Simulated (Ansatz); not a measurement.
**Run report: CH₉BSi, geometry relaxation (part 2 of 2)**

CH₉BSi; RKS PBE0-D4/6-31G* (Ansatz 0.2.0). It belongs to a series of runs on one base structure; here: end point A relaxed.

Geometry of the input (Å):
```
B  0.0008  0.1868  0.4184
C  0.0974  0.6430  1.9346
H  -0.8316  0.5185  2.5001
H  0.9227  0.1838  2.4895
H  0.3051  1.7264  1.9192
H  1.0016  -0.0734  -0.2079
H  -1.0286  0.3005  -0.1949
Si -0.3941  -2.9111  0.7783
H  -0.8695  -3.1623  -0.6042
H  0.9591  -3.4874  0.9819
H  -1.3522  -3.4641  1.7706
H  -0.3081  -1.4554  1.0259
```

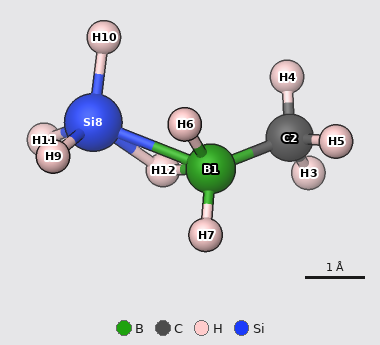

Fig. 1: The geometry at step 13 of the log (ball-and-stick view, seen at a tilt; atoms are numbered from 1 in the order of the input).

## Trajectory as extended XYZ, continued
```
12
Properties=species:S:1:pos:R:3:forces:R:3 step=3 energy=-9730.06203 accepted=F
B     0.0066    0.1350    0.5299   -0.2886  -1.1031  -0.3022
C     0.1149    0.7079    1.9607    0.0403   0.4007   0.3262
H    -0.7980    0.6941    2.5653    0.0214  -0.0393  -0.0662
H     0.9655    0.3720    2.5595    0.0204  -0.0532  -0.0230
H     0.3085    1.7630    1.7250    0.0655   0.3701   0.1722
H     0.9826   -0.2300   -0.0722    0.0804   0.2952  -0.1126
H    -1.0437    0.1279   -0.0604    0.0883   0.3792  -0.1135
Si   -0.4025   -2.9341    0.7110   -0.0233   0.1368   0.0126
H    -0.8525   -3.1250   -0.6919    0.0101   0.0258   0.0287
H     0.9582   -3.4944    0.9061    0.0108   0.0092   0.0159
H    -1.3659   -3.5566    1.6590    0.0185  -0.0016  -0.0177
H    -0.3713   -1.4546    1.0195   -0.0437  -0.4199   0.0795
12
Properties=species:S:1:pos:R:3:forces:R:3 step=6 energy=-9730.14830
B    -0.0333    0.0516    0.5369   -0.0382  -0.1096  -0.0102
C     0.1351    0.7439    1.9372   -0.0043   0.1527   0.0050
H    -0.7676    0.7658    2.5581    0.0302  -0.0151  -0.0320
H     0.9782    0.3820    2.5329    0.0151  -0.0256   0.0163
H     0.3641    1.7973    1.6921   -0.0105  -0.0384   0.0291
H     0.9398   -0.2969   -0.0853   -0.0251  -0.0405   0.0138
H    -1.0683    0.1422   -0.0706    0.0061   0.0093   0.0014
Si   -0.4019   -2.9352    0.7205   -0.0864   0.0715   0.0215
H    -0.7772   -2.9806   -0.7193    0.0287   0.0255   0.1181
H     0.9744   -3.4504    0.9340   -0.0106   0.0142  -0.0032
H    -1.3799   -3.7042    1.5496    0.0926   0.0690  -0.0984
H    -0.4609   -1.5103    1.2255    0.0025  -0.1127  -0.0615
12
Properties=species:S:1:pos:R:3:forces:R:3 step=8 energy=-9730.17956
B    -0.0977   -0.0896    0.6043   -0.0018  -0.1253  -0.0488
C     0.1555    0.7445    1.9167   -0.0176   0.0710   0.0660
H    -0.7283    0.8826    2.5515    0.0526  -0.0132  -0.0415
H     0.9880    0.3904    2.5327    0.0088  -0.0089   0.0132
H     0.4401    1.7503    1.5594   -0.0190  -0.0616   0.0273
H     0.8500   -0.5203   -0.0146   -0.0470  -0.0075   0.0073
H    -1.1247    0.0445   -0.0084    0.0018  -0.0111  -0.0198
Si   -0.3792   -2.8543    0.7051   -0.1177   0.0851  -0.0481
H    -0.6848   -2.7745   -0.7500    0.0308   0.0005   0.1710
H     1.0108   -3.3117    0.9529   -0.0207   0.0336   0.0125
H    -1.3540   -3.7622    1.3923    0.1235   0.1407  -0.0705
H    -0.5733   -1.4944    1.3696    0.0062  -0.1032  -0.0687
12
Properties=species:S:1:pos:R:3:forces:R:3 step=11 energy=-9730.24679
B    -0.2891   -0.3431    0.6794   -0.8063   0.6804   0.9079
C     0.1826    0.5951    1.9044    0.0815   0.0258  -0.1342
H    -0.6509    0.8871    2.5600    0.1218  -0.0655  -0.0890
H     0.9697    0.1471    2.5269   -0.0804   0.0395  -0.0304
H     0.5968    1.5267    1.4844   -0.0641  -0.1668   0.0673
H     0.5889   -0.7940    0.0470    0.9773  -0.4932  -0.7245
H    -1.1907    0.0311   -0.0194   -0.0885  -0.0646  -0.0860
Si   -0.2479   -2.5715    0.6207    0.0660  -0.0259   0.0424
H    -0.5351   -2.7844   -0.8216    0.0959   0.1051   0.1134
H     1.1233   -2.9208    1.0785   -0.0704   0.0806  -0.1030
H    -1.1791   -3.4553    1.3795   -0.0577  -0.0845   0.0138
H    -0.8660   -1.3127    1.3715   -0.1751  -0.0308   0.0224
12
Properties=species:S:1:pos:R:3:forces:R:3 step=13 energy=-9730.30286
B    -0.3390   -0.3505    0.7112   -0.0155   0.2004   0.1709
C     0.1965    0.5869    1.8999    0.0371  -0.0341  -0.1188
H    -0.6038    0.9092    2.5753    0.0113  -0.0192  -0.0022
H     0.9887    0.1276    2.5041   -0.0388  -0.0030  -0.0039
H     0.6207    1.4969    1.4542   -0.0139  -0.0501   0.0270
H     0.5708   -0.8422    0.0463   -0.0285  -0.0256  -0.0288
H    -1.2246    0.0261   -0.0122    0.0182  -0.0164  -0.0283
Si   -0.2378   -2.5479    0.6276   -0.0404  -0.0414   0.0005
H    -0.4600   -2.7488   -0.8239    0.0119  -0.0141   0.0477
H     1.1244   -2.8621    1.1135    0.0389  -0.0083   0.0035
H    -1.1740   -3.4760    1.3437    0.0329   0.0271  -0.0281
H    -0.9594   -1.3140    1.3717   -0.0133  -0.0153  -0.0395
12
Properties=species:S:1:pos:R:3:forces:R:3 step=15 energy=-9730.31457
B    -0.4196   -0.3267    0.7102    0.0356  -0.0617  -0.0669
C     0.2162    0.5328    1.8984    0.0234  -0.0061   0.0323
H    -0.5471    0.9057    2.5915    0.0323  -0.0099  -0.0043
H     0.9635   -0.0189    2.4871   -0.0730   0.0578  -0.0453
H     0.7217    1.4119    1.4773   -0.0223  -0.0549   0.0220
H     0.4502   -0.8517   -0.0023   -0.0555   0.0727  -0.0001
H    -1.2628    0.1080   -0.0326    0.0245   0.0149   0.0512
Si   -0.2069   -2.4975    0.6383    0.0477  -0.0600   0.0038
H    -0.3681   -2.8314   -0.8025   -0.0021   0.0319   0.1054
H     1.1644   -2.6997    1.1766   -0.0727  -0.0132  -0.0210
H    -1.0976   -3.4416    1.3892    0.0183   0.0143  -0.0089
H    -1.1114   -1.2857    1.2802    0.0438   0.0143  -0.0682
12
Properties=species:S:1:pos:R:3:forces:R:3 step=18 energy=-9730.32127
B    -0.4021   -0.3042    0.6718    0.0179  -0.0824   0.0196
C     0.2141    0.5062    1.9022    0.0051   0.0026   0.0134
H    -0.5560    0.8670    2.5932    0.0009  -0.0036  -0.0059
H     0.9447   -0.0647    2.4889   -0.0041   0.0036  -0.0117
H     0.7360    1.3911    1.5183   -0.0022  -0.0021   0.0023
H     0.4466   -0.8123   -0.0664   -0.0263   0.0092   0.0133
H    -1.2592    0.1587   -0.0328   -0.0273   0.0120  -0.0082
Si   -0.2093   -2.5005    0.6609    0.0446   0.0324   0.0677
H    -0.3892   -2.8679   -0.7583   -0.0146  -0.0007  -0.0800
H     1.1705   -2.6521    1.1786    0.0048  -0.0069   0.0086
H    -1.0639   -3.4350    1.4573   -0.0197  -0.0142   0.0237
H    -1.1297   -1.2812    1.1978    0.0210   0.0501  -0.0429
12
Properties=species:S:1:pos:R:3:forces:R:3 step=20 energy=-9730.32230
B    -0.4050   -0.3037    0.6659   -0.0108  -0.0118   0.0079
C     0.2156    0.4947    1.9024    0.0102   0.0009   0.0061
H    -0.5533    0.8510    2.5970    0.0019  -0.0021  -0.0019
H     0.9446   -0.0843    2.4834   -0.0061   0.0095  -0.0082
H     0.7407    1.3819    1.5275   -0.0083  -0.0104   0.0019
H     0.4355   -0.8078   -0.0813    0.0030  -0.0014  -0.0058
H    -1.2630    0.1704   -0.0332    0.0089   0.0026   0.0002
Si   -0.2035   -2.4940    0.6663   -0.0098   0.0035  -0.0042
H    -0.3840   -2.8770   -0.7540    0.0028   0.0037   0.0177
H     1.1759   -2.6329    1.1887    0.0054  -0.0045  -0.0034
H    -1.0564   -3.4192    1.4790    0.0056  -0.0002  -0.0060
H    -1.1446   -1.2739    1.1697   -0.0027   0.0101  -0.0044
```

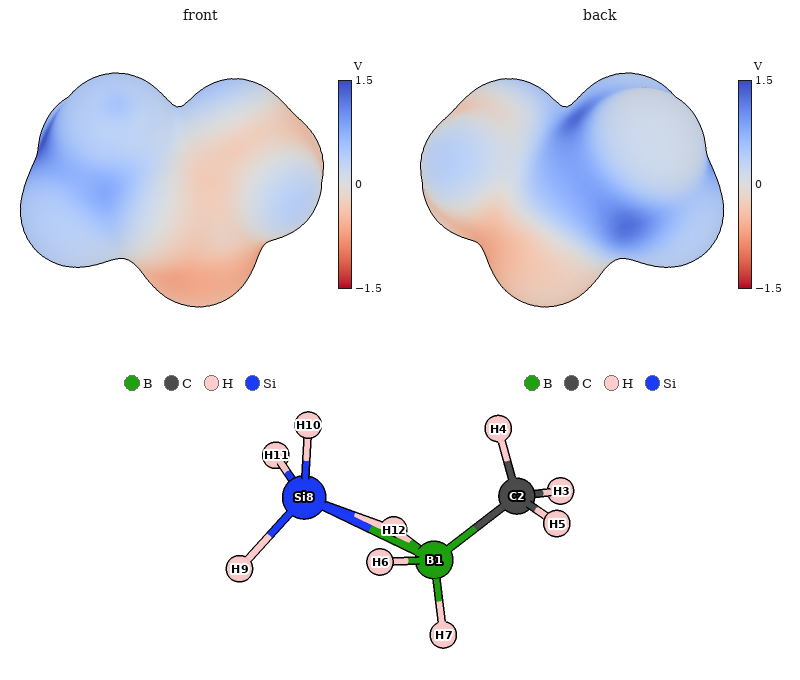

Fig. 2: The electrostatic potential painted on the density surface at 0.002 e/bohr³, seen at a tilt and from behind; the colour scale runs from red (negative) to blue (positive). The bare structure is drawn below in the same view.

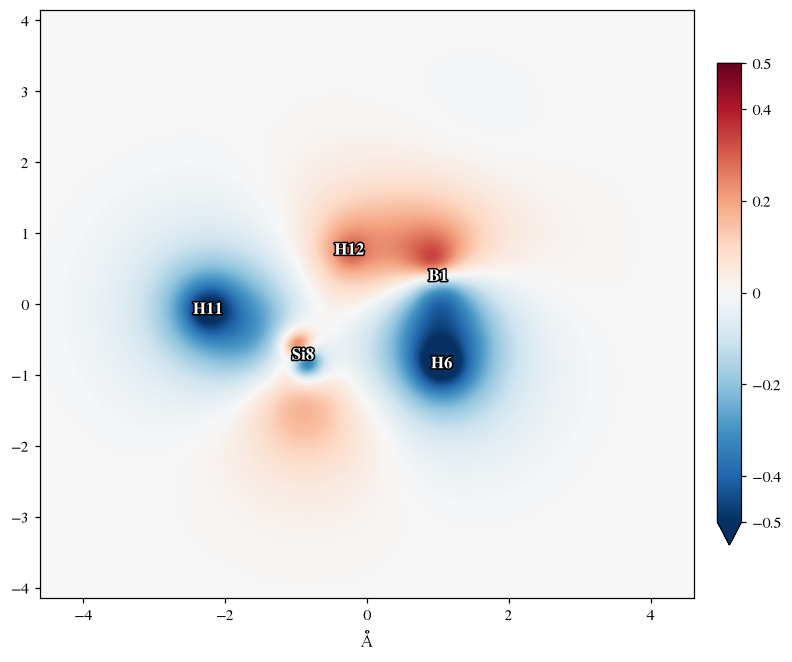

Fig. 3: The HOMO on the plane of atoms B1, Si8 and H11 (values in Å⁻³ᐟ²; the overall sign is arbitrary). By Hirshfeld shares it lies mainly on Si8 (20 %), B1 (15 %), H6 (15 %) and H11 (15 %). Its energy is −8.55 eV.

## Summary

```tsv
quantity	value
outcome	converged
total energy	−9730.3223 eV
mean-field energy	−9730.1608 eV
largest force (length of the vector) at the end	0.018 eV/Å
hardware	1 thread of AMD EPYC (Zen 3), 24 GiB of memory available, shared host
wall time	45 s
peak memory	0.16 GiB
```
